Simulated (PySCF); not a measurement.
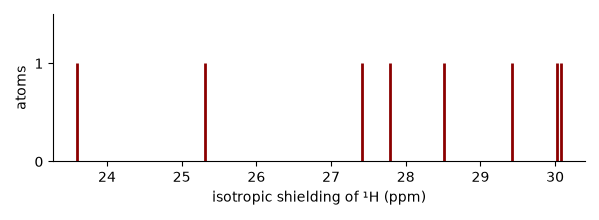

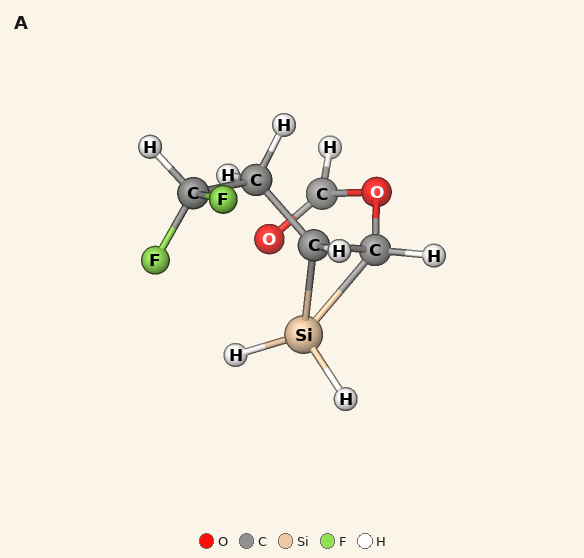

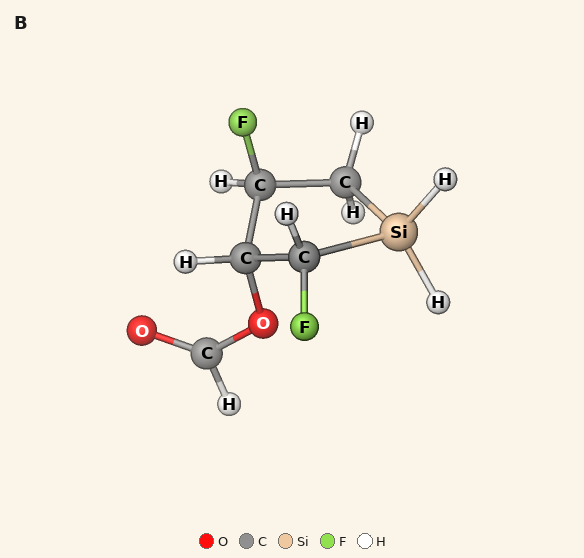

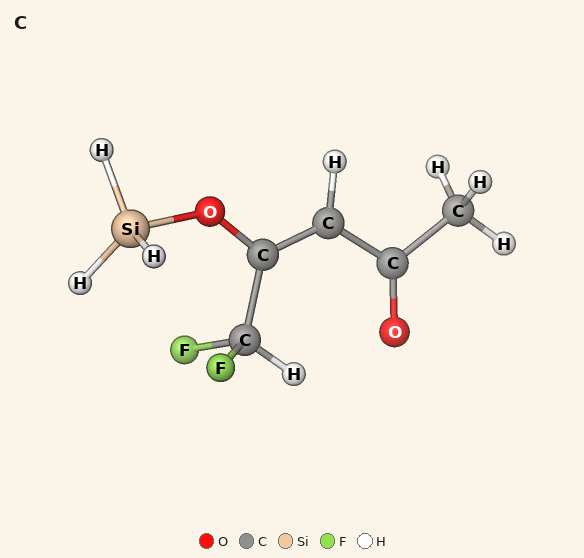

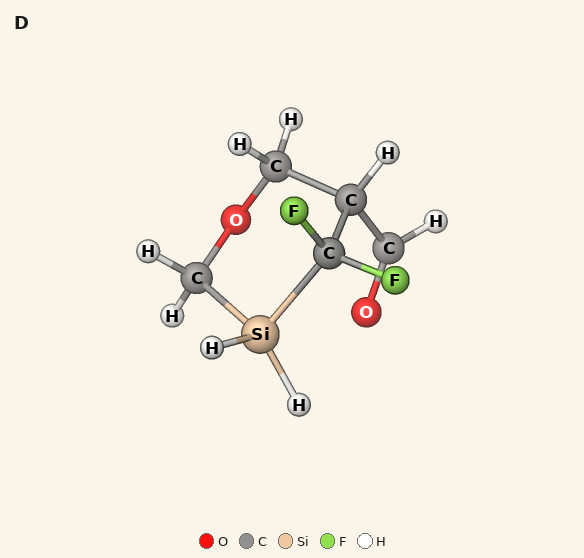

The sticks are computed shieldings of one of the molecules, for one fixed geometry (GFN2-xTB) without averaging over rotations. Low shielding means a high chemical shift. Method: GIAO PBE0/pcSseg-1 NMR shielding, non-relativistic, gas phase (PySCF 2.14.0).

> Which molecule gives this pattern?

A, `O=CO[C@@H]1[SiH2][C@@H]1CC(F)F`. Its 8 H atoms give lines at 23.60, 25.31, 27.41, 27.79, 28.51, 29.42, 30.02, 30.07 ppm.

The geometry is semi-empirical. Around Si such bond lengths and angles can be off by a tenth of an ångström or more and by several degrees, and values that hang on the shape move with them.
